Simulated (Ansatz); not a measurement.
# AlNH3Cl (SMILES [NH2][AlH][Cl]) at RPBE-D3(BJ)-ATM/Sapporo-DZP (sfX2C, density fitting with cc-pVTZ-jkfit, nuclear model gaussian)

What is the vertical singlet–triplet gap of AlNH3Cl at RPBE-D3(BJ)-ATM/Sapporo-DZP (sfX2C, density fitting with cc-pVTZ-jkfit, nuclear model gaussian)? 

The results are computed with Ansatz 0.2.0.

3 further runs of the same task are left out: 2 for a known fault of the program, 1 set aside as unsound or not needed.

## Step 1: The molecule

AlNH3Cl: 6 atoms, total charge 0, spin state singlet. As SMILES, `[NH2][AlH][Cl]`. The coordinates come from a PBE0-D4/def2-TZVP relaxation.

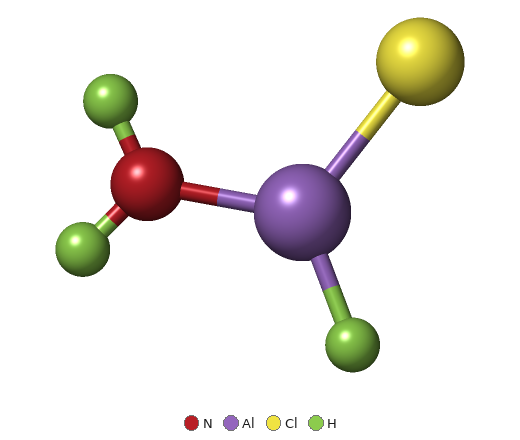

The structure, seen from a chosen angle (nitrogen red, aluminium purple, chlorine yellow, hydrogen green).

## Step 2: The energy at RPBE-D3(BJ)-ATM/Sapporo-DZP (sfX2C, density fitting with cc-pVTZ-jkfit, nuclear model gaussian)

Input file input.yaml:

```yaml
crystal:
  periodic: [false, false, false]
  atoms:
    - symbol: N
      position_ang: [-0.631100, 0.250900, -0.718800]
    - symbol: Al
      position_ang: [0.477600, -0.073800, 0.603600]
    - symbol: Cl
      position_ang: [1.413500, -1.951500, 0.645600]
    - symbol: H
      position_ang: [-1.134300, 1.115000, -0.838800]
    - symbol: H
      position_ang: [-0.852600, -0.395100, -1.458900]
    - symbol: H
      position_ang: [0.769000, 0.990400, 1.721000]
basis:
  gaussian:
    orbitals: Sapporo-DZP.json
    fitting: {mean_field: cc-pVTZ-jkfit}
    final_grid: {core_spheres: 3, valence_spheres: 3, degree: 7}
    nuclear_model: gaussian
hamiltonian:
  xc: {name: RPBE}
  dispersion: d3bjatm
  pseudopotentials: {relativity: scalar}
scf:
  lower_state_search: standard
```

The basis set Sapporo-DZP is read from a file made from the Basis Set Exchange's data (not shown).

The run is started by

```
$ ansatz run input.yaml --threads 1 --pin off --max-ram 2610MiB --events-out events.jsonl --progress --plain --runs-dir runs
```

The log of the run:

```text
Warning: RAYON_NUM_THREADS=1 ignored (pool sized by the plan → 1); use --threads N
Functional definition: RPBE
  name "RPBE"
  parameter kappa = 0.804
  parameter beta = 0.06672455060314922
  exchange = rpbe_x(kappa = kappa, mu = beta*pi^2/3)
  correlation = pbe_c(beta = beta)
411 factors; integrals over basis functions are off by at most 5.0e-2 eV
mean field evaluation 1: about -20694.2330 eV, gradient 6.5e1 eV
mean field evaluation 2: about -20650.8080 eV, gradient 1.2e2 eV
mean field evaluation 4: about -20702.9458 eV, gradient 8.5e0 eV
mean field evaluation 8: about -20703.3618 eV, gradient 2.9e0 eV
mean field -20703.38272624 eV, -760.8352819323 hartree, gradient 4.3e-5 eV, S^2 0.000000; 0 other end points of the search recorded, 0 dependent functions left out
reference -20703.38279993 eV, -760.8352846404 hartree; 20, 20 occupied and 45, 45 virtual orbitals, 411 factors
Total energy: -20704.09676441 eV, -760.8615223513 hartree
Relativity: scalar
```

Wall time 0.44 s (1 thread of Arm Neoverse V2, shared host); peak memory 0.086 GiB.

## Step 3: The triplet

input.yaml, as its differences from that of step 2:

```diff
@@ -21,2 +21,5 @@
     nuclear_model: gaussian
+magnetization:
+  spin_polarized: true
+  initial_magnetization: 2
 hamiltonian:
```

The basis set Sapporo-DZP is read from a file made from the Basis Set Exchange's data (not shown).

The run is started by

```
$ ansatz run input.yaml --threads 1 --pin off --max-ram 2610MiB --events-out events.jsonl --progress --plain --runs-dir runs
```

The log of the run, cut to the lines that bear on the results:

```text
Warning: RAYON_NUM_THREADS=1 ignored (pool sized by the plan → 1); use --threads N
[... 6 set-up lines as earlier in the session ...]
411 factors; integrals over basis functions are off by at most 5.0e-2 eV
mean field evaluation 1: about -20685.5877 eV, gradient 4.8e1 eV
mean field evaluation 2: about -20618.0175 eV, gradient 1.0e2 eV
mean field evaluation 4: about -20691.9806 eV, gradient 2.9e1 eV
mean field evaluation 8: about -20697.4537 eV, gradient 6.6e0 eV
mean field evaluation 16: about -20698.0715 eV, gradient 2.0e-2 eV
mean field evaluation 32: about -20696.4080 eV, gradient 3.9e0 eV
mean field evaluation 64: about -20697.5153 eV, gradient 4.7e0 eV
mean field -20698.10605115 eV, -760.6413676995 hartree, gradient 1.5e-5 eV, S^2 2.005033; 8 other end points of the search recorded, 0 dependent functions left out
reference -20698.10610141 eV, -760.6413695467 hartree; 21, 19 occupied and 44, 46 virtual orbitals, 411 factors
Total energy: -20698.82006590 eV, -760.6676072576 hartree
Relativity: scalar
```

It took 4.2 s on 1 thread of Arm Neoverse V2, shared host; peak memory 0.1 GiB.

## Step 4: What came out

Level: RPBE-D3(BJ)-ATM/Sapporo-DZP (sfX2C, density fitting with cc-pVTZ-jkfit, nuclear model gaussian).

```
                                        quantity          value
                           singlet: total energy  -760.86152 Eh
                      singlet: dispersion energy  -68.89 kJ/mol
                           triplet: total energy  -760.66761 Eh
                      triplet: dispersion energy  -68.89 kJ/mol
                                   triplet: ⟨S²⟩          2.005
vertical energy of the triplet above the singlet       5.277 eV
```

**Reading.** At this shape the triplet lies 5.28 eV (122 kcal/mol) above the singlet.
